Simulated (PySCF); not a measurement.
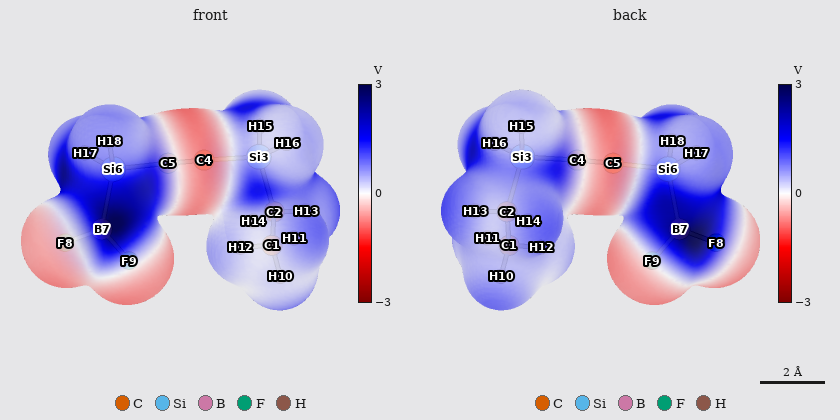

Figure. C₄H₉BF₂Si₂. The electrostatic potential painted on the density surface at 0.004 e/bohr³, seen from the front and from behind; the colour scale runs from red (negative) to blue (positive).

Geometry: GFN2-xTB.

Theory: PBE0/pcSseg-1, SCF density, gas phase, non-relativistic (PySCF).

```xyz
18

C    -1.9660   -0.1418   -1.6165
C    -1.8043   -1.5353   -1.0178
Si   -1.4976   -1.5051    0.8623
C     0.0519   -0.5307    1.1568
C     1.0677    0.1106    1.3192
Si    2.6146    1.1042    1.5353
B     2.9013    2.2824   -0.0385
F     3.9281    3.1077   -0.1545
F     2.1059    2.3441   -1.0913
H    -2.1179   -0.1974   -2.6937
H    -2.8227    0.3682   -1.1798
H    -1.0800    0.4618   -1.4291
H    -2.6980   -2.1240   -1.2363
H    -0.9742   -2.0407   -1.5159
H    -1.2970   -2.8681    1.3692
H    -2.6057   -0.8392    1.5595
H     3.7175    0.1470    1.7298
H     2.4677    1.8625    2.7896
```

Q: Which sites attract a positive test charge, and which a negative one?

A: A positive charge is drawn to the negative regions and a negative charge to the positive ones. The most negative region (about −0.8 V) lies over C4 and C5, the most positive (about +2.9 V) over B7.
